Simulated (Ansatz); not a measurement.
## Electronic structure of Ga₂SbP₃ in real space

The calculation's input:

```
crystal:
  lattice:
    - [4.14665586, 0.0, 0.0]
    - [-2.07332793, 3.59110931, 0.0]
    - [0.0, 0.0, 10.25578575]
  atoms:
    - { symbol: Ga, position: [0.33333333, 0.66666667, 0.67902339] }
    - { symbol: Ga, position: [0.66666667, 0.33333333, 0.32097661] }
    - { symbol: Sb, position: [0.0, 0.0, 0.0] }
    - { symbol: P, position: [0.33333333, 0.66666667, 0.1429916] }
    - { symbol: P, position: [0.66666667, 0.33333333, 0.8570084] }
    - { symbol: P, position: [0.0, 0.0, 0.5] }
kpoints:
  mp_grid: { grid: [6, 6, 2] }
hamiltonian:
  xc: pbesol
scf:
  occupations: { method: fermi_dirac, width: 0.03 }
relax:
  f_tol: 0.01
  cell: {}
  max_steps: 120
output:
  write_density: true
  write_potential: true
  elf: true
  volumetric_format: npy
```

Command:

```sh
ansatz run input.yaml --threads 2 --pin off --max-ram 29491MiB --backend cpu --events-out ev --progress --plain --runs-dir out
```

Below, planes, directions and counts refer to the conventional cell (a = 3.72 Å, b = 3.72 Å, c = 9.03 Å, α = 90.00°, β = 90.00°, γ = 120.00°).

The fields are those of the relaxed geometry.

Space group P-3m1; a structure from a database of computed crystals, not necessarily the ambient phase; started from the K2NaCl3-164 prototype, which need not be the ambient phase.

All numbers below come from DFT, PBEsol, plane waves, PAW (Ansatz).

The density is the valence pseudo-density of a PAW calculation; it isn't the true density close to the nuclei.

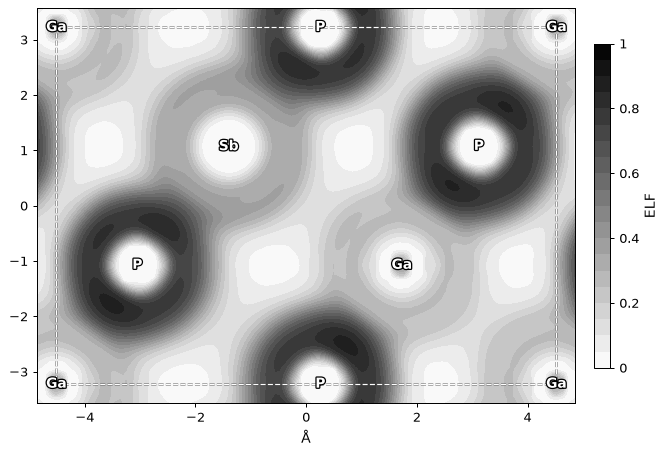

Figure 1. ELF on the (110) plane of the conventional cell.

Interpret the plot.

Answer.
- The section cuts through Ga, Sb and P sites.
- Ga–P (2.56 Å): the ELF peaks at about 0.85 in the valence shell of P, 0.9 Å from its nucleus, and is about 0.65 at the midpoint.
- Sb–P (2.71 Å): the ELF peaks at about 0.85 in the valence shell of P, 0.8 Å from its nucleus, and is about 0.60 at the midpoint.

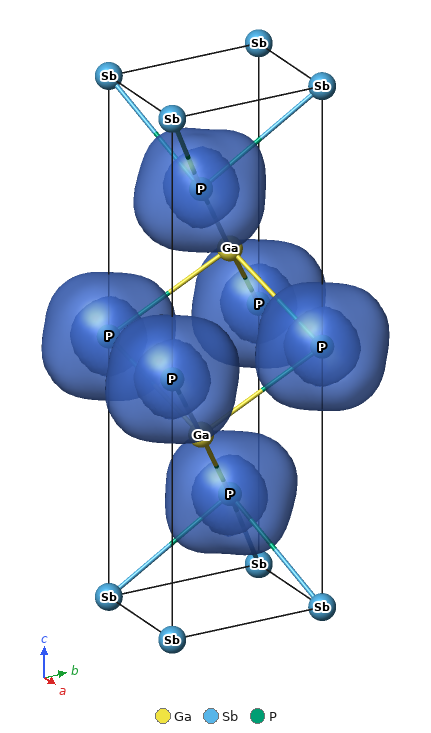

Figure 2. Isosurface of the ELF at 0.7 (blue), seen slightly off an axis. Core shells and regions of very low density are left out. Sticks mark near contacts.

Describe the localisation domains.

Answer. The surface consists of three regions wrapped around P (the valence shell of each), counted in one cell of 6 atoms. Any copies at cell faces, edges or corners count once.
